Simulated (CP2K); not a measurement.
# N2H (dinitrogen monohydride): U-revPBE-D3(BJ)/TZV2P-MOLOPT-PBE-GTH (core potential)

What is the vertical doublet–quartet gap of N2H (dinitrogen monohydride) at U-revPBE-D3(BJ)/TZV2P-MOLOPT-PBE-GTH (core potential)? 

The calculation is run with CP2K 2026.2.

## Step 1: Starting point

N2H has 3 atoms, charge 0, and is taken as a doublet. SMILES: `[N]=N`. Geometry: relaxed at PBE0-D4/def2-TZVP.

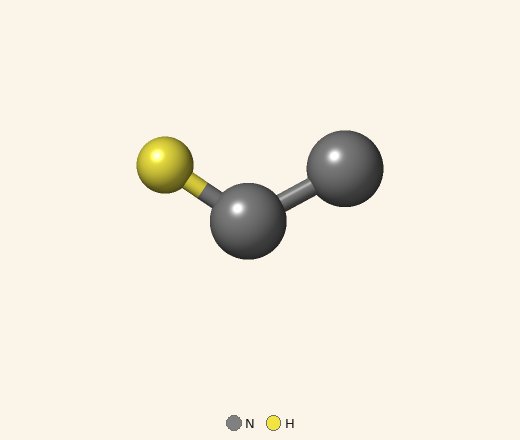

The structure, seen from a chosen angle (nitrogen grey, hydrogen yellow).

## Step 2: A single-point energy at U-revPBE-D3(BJ)/TZV2P-MOLOPT-PBE-GTH (core potential)

The input, gas.inp:

```
&GLOBAL
  PROJECT gas
  RUN_TYPE ENERGY
  PRINT_LEVEL MEDIUM
&END GLOBAL
&FORCE_EVAL
  METHOD QS
  &DFT
    BASIS_SET_FILE_NAME BASIS_MOLOPT_UZH
    POTENTIAL_FILE_NAME POTENTIAL_UZH
    MULTIPLICITY 2
    UKS T
    &QS
      METHOD GPW
      EPS_DEFAULT 1.0E-10
    &END QS
    &MGRID
      CUTOFF 400
      REL_CUTOFF 50
      NGRIDS 4
    &END MGRID
    &POISSON
      PERIODIC NONE
      POISSON_SOLVER MULTIPOLE
    &END POISSON
    &SCF
      SCF_GUESS ATOMIC
      EPS_SCF 1.0E-06
      MAX_SCF 50
      &OT
        MINIMIZER DIIS
        PRECONDITIONER FULL_SINGLE_INVERSE
      &END OT
      &OUTER_SCF
        EPS_SCF 1.0E-06
        MAX_SCF 8
      &END OUTER_SCF
    &END SCF
    &XC
      &XC_FUNCTIONAL
        &PBE
          PARAMETRIZATION REVPBE
        &END PBE
      &END XC_FUNCTIONAL
      &VDW_POTENTIAL
        POTENTIAL_TYPE PAIR_POTENTIAL
        &PAIR_POTENTIAL
          TYPE DFTD3(BJ)
          PARAMETER_FILE_NAME dftd3.dat
          REFERENCE_FUNCTIONAL revPBE
          R_CUTOFF 15
        &END PAIR_POTENTIAL
      &END VDW_POTENTIAL
    &END XC
    &PRINT
      &MOMENTS
        PERIODIC F
        REFERENCE COM
        MAX_MOMENT 1
      &END MOMENTS
      &MO_CUBES
        NLUMO 3
        NHOMO -1
        WRITE_CUBE F
      &END MO_CUBES
      &HIRSHFELD OFF
      &END HIRSHFELD
    &END PRINT
  &END DFT
  &SUBSYS
    &CELL
      ABC 8.2 8.4 7.5
      PERIODIC NONE
    &END CELL
    &COORD
      UNIT bohr
      N      1.3427071    -1.1465346     0.6163909
      N     -0.5076938    -0.4114123    -0.3214424
      H     -0.8350133     1.5579469    -0.2949485
    &END COORD
    &TOPOLOGY
      &CENTER_COORDINATES
      &END CENTER_COORDINATES
    &END TOPOLOGY
    &KIND N
      BASIS_SET TZV2P-MOLOPT-PBE-GTH-q5
      POTENTIAL GTH-PBE-q5
    &END KIND
    &KIND H
      BASIS_SET TZV2P-MOLOPT-PBE-GTH-q1
      POTENTIAL GTH-PBE-q1
    &END KIND
  &END SUBSYS
&END FORCE_EVAL
```

Run with:

```bash
$ OMP_NUM_THREADS=1 cp2k.psmp gas.inp > gas.out
```

The program printed:

```text
CP2K| version string:                                       CP2K version 2026.2
[...]
 GLOBAL| Method name                                                        CP2K
[...]
 GLOBAL| Run type                                                         ENERGY
[...]
 DFT| Spin unrestricted (spin-polarized) Kohn-Sham calculation               UKS
 DFT| Multiplicity                                                             2
[...]
 DFT| Charge                                                                   0
[...]
 FUNCTIONAL| PBE:
[...]
 QS| Method:                                                                 GPW
[...]
 QS| Density cutoff [a.u.]:                                                200.0
[...]
 QS| Relative density cutoff [a.u.]:                                        25.0
[...]
                             - Atoms:                                          3
[...]
                             - Spherical basis functions:                     72
[...]
 Number of electrons:                                                          6
[...]
     1 OT DIIS     0.80E-01    1.0     0.09837624       -18.9660518960 -1.90E+01
[...]
     8 OT DIIS     0.80E-01    1.0     0.00000065       -20.4448697388 -1.89E-10
  *** SCF run converged in     8 steps ***
[...]
  Overlap energy of the core charge distribution:               0.00000049764309
  Self energy of the core charge distribution:                -51.10132592674127
  Core Hamiltonian energy:                                     14.92499593247888
  Hartree energy:                                              21.07032993817462
  Exchange-correlation energy:                                 -5.33662985886843
  Dispersion energy:                                           -0.00224032150918
  Total energy:                                               -20.44486973882227
[...]
                     Mulliken Population Analysis
 #  Atom  Element  Kind  Atomic population (alpha,beta) Net charge  Spin moment
       1     N        1         2.872572     2.185082    -0.057654     0.687489
       2     N        1         2.546091     2.404539     0.049370     0.141552
       3     H        2         0.581337     0.410379     0.008284     0.170958
 # Total charge and spin        6.000000     5.000000    -0.000000     1.000000
[...]
  Dipole moment [Debye]
    X= -0.7764475E+00 Y=  0.1643099E+01 Z= -0.2544732E+00  Total=      1.8350478
[...]
 HOMO - LUMO gap [eV] :    6.677700
 ENERGY| Total FORCE_EVAL ( QS ) energy [hartree]            -20.444869738822273
[...]
```

Wall time 60 s (1 thread of Arm Neoverse V1, shared host); peak memory 0.62 GiB.

## Step 3: The quartet, same level

The input, run.inp:

```
&GLOBAL
  PROJECT_NAME run
  RUN_TYPE ENERGY
  PRINT_LEVEL MEDIUM
&END GLOBAL

&FORCE_EVAL
  METHOD Quickstep
  &DFT
    BASIS_SET_FILE_NAME BASIS_MOLOPT_UZH
    POTENTIAL_FILE_NAME POTENTIAL_UZH
    MULTIPLICITY 4
    SPIN_POLARIZED T
    &QS
      METHOD GPW
      EPS_DEFAULT 1.0E-10
    &END QS
    &MGRID
      CUTOFF 400
      REL_CUTOFF 50
      NGRIDS 4
    &END MGRID
    &POISSON
      PERIODIC NONE
      POISSON_SOLVER MULTIPOLE
    &END POISSON
    &SCF
      SCF_GUESS ATOMIC
      EPS_SCF 1.0E-06
      MAX_SCF 40
      &OT
        MINIMIZER DIIS
        PRECONDITIONER FULL_SINGLE_INVERSE
      &END OT
      &OUTER_SCF
        EPS_SCF 1.0E-06
        MAX_SCF 5
      &END OUTER_SCF
    &END SCF
    &XC
      &XC_FUNCTIONAL
        &PBE
          PARAMETRIZATION REVPBE
        &END PBE
      &END XC_FUNCTIONAL
      &VDW_POTENTIAL
        POTENTIAL_TYPE PAIR_POTENTIAL
        &PAIR_POTENTIAL
          TYPE DFTD3(BJ)
          PARAMETER_FILE_NAME dftd3.dat
          REFERENCE_FUNCTIONAL revPBE
          R_CUTOFF 15
        &END PAIR_POTENTIAL
      &END VDW_POTENTIAL
    &END XC
    &PRINT
      &MOMENTS
        PERIODIC F
        REFERENCE COM
        MAX_MOMENT 1
      &END MOMENTS
      &MO_CUBES
        NLUMO 3
        NHOMO -1
        WRITE_CUBE F
      &END MO_CUBES
      &HIRSHFELD OFF
      &END HIRSHFELD
    &END PRINT
  &END DFT
  &SUBSYS
    &CELL
      ABC 8.2 8.4 7.5
      PERIODIC NONE
    &END CELL
    &COORD
      N      0.710530    -0.606720     0.326180
      N     -0.268660    -0.217710    -0.170100
      H     -0.441870     0.824430    -0.156080
    &END COORD
    &TOPOLOGY
      &CENTER_COORDINATES
      &END CENTER_COORDINATES
    &END TOPOLOGY
    &KIND N
      BASIS_SET TZV2P-MOLOPT-PBE-GTH-q5
      POTENTIAL GTH-PBE-q5
    &END KIND
    &KIND H
      BASIS_SET TZV2P-MOLOPT-PBE-GTH-q1
      POTENTIAL GTH-PBE-q1
    &END KIND
  &END SUBSYS
&END FORCE_EVAL
```

Run with:

```bash
$ OMP_NUM_THREADS=1 cp2k.psmp -i run.inp -o run.out
```

The program printed:

```text
CP2K| version string:                                       CP2K version 2026.2
[...]
 GLOBAL| Method name                                                        CP2K
[...]
 GLOBAL| Run type                                                         ENERGY
[...]
 DFT| Spin unrestricted (spin-polarized) Kohn-Sham calculation               UKS
 DFT| Multiplicity                                                             4
[...]
 DFT| Charge                                                                   0
[...]
 FUNCTIONAL| PBE:
[...]
 QS| Method:                                                                 GPW
[...]
 QS| Density cutoff [a.u.]:                                                200.0
[...]
 QS| Relative density cutoff [a.u.]:                                        25.0
[...]
                             - Atoms:                                          3
[...]
                             - Spherical basis functions:                     72
[...]
 Number of electrons:                                                          7
[...]
     1 OT DIIS     0.80E-01    1.0     0.10089199       -19.0212102385 -1.90E+01
[...]
    11 OT DIIS     0.80E-01    1.0     0.00000091       -20.2255692844 -2.26E-09
  *** SCF run converged in    11 steps ***
[...]
  Overlap energy of the core charge distribution:               0.00000049764281
  Self energy of the core charge distribution:                -51.10132592674127
  Core Hamiltonian energy:                                     15.32501736946200
  Hartree energy:                                              20.96212207129027
  Exchange-correlation energy:                                 -5.40914297456678
  Dispersion energy:                                           -0.00224032150810
  Total energy:                                               -20.22556928442107
[...]
                     Mulliken Population Analysis
 #  Atom  Element  Kind  Atomic population (alpha,beta) Net charge  Spin moment
       1     N        1         3.431552     1.598090    -0.029642     1.833462
       2     N        1         3.016099     1.996776    -0.012875     1.019324
       3     H        2         0.552348     0.405134     0.042518     0.147214
 # Total charge and spin        7.000000     4.000000     0.000000     3.000000
[...]
  Dipole moment [Debye]
    X= -0.6599270E+00 Y=  0.8540400E+00 Z= -0.2718898E+00  Total=      1.1130194
[...]
 HOMO - LUMO gap [eV] :    1.137336
 ENERGY| Total FORCE_EVAL ( QS ) energy [hartree]            -20.225569284421073
[...]
```

Wall time 54 s (1 thread of Arm Neoverse V1, shared host); peak memory 0.62 GiB.

## Step 4: Summary of results

Level: U-revPBE-D3(BJ)/TZV2P-MOLOPT-PBE-GTH (core potential).

| quantity | value |
| --- | --- |
| doublet: total energy | -20.44487 Eh |
| doublet: dipole moment | 1.84 D |
| doublet: HOMO energy (highest over α and β) | -4.72 eV |
| doublet: LUMO energy (lowest over α and β) | -2.72 eV |
| doublet: dispersion energy | -5.88 kJ/mol |
| doublet: ⟨S²⟩ | 0.754 |
| quartet: total energy | -20.22557 Eh |
| quartet: dipole moment | 1.11 D |
| quartet: HOMO energy (highest over α and β) | -3.23 eV |
| quartet: dispersion energy | -5.88 kJ/mol |
| quartet: ⟨S²⟩ | 3.756 |
| vertical energy of the quartet above the doublet | 5.967 eV |

At this shape the quartet lies 5.97 eV (138 kcal/mol) above the doublet.
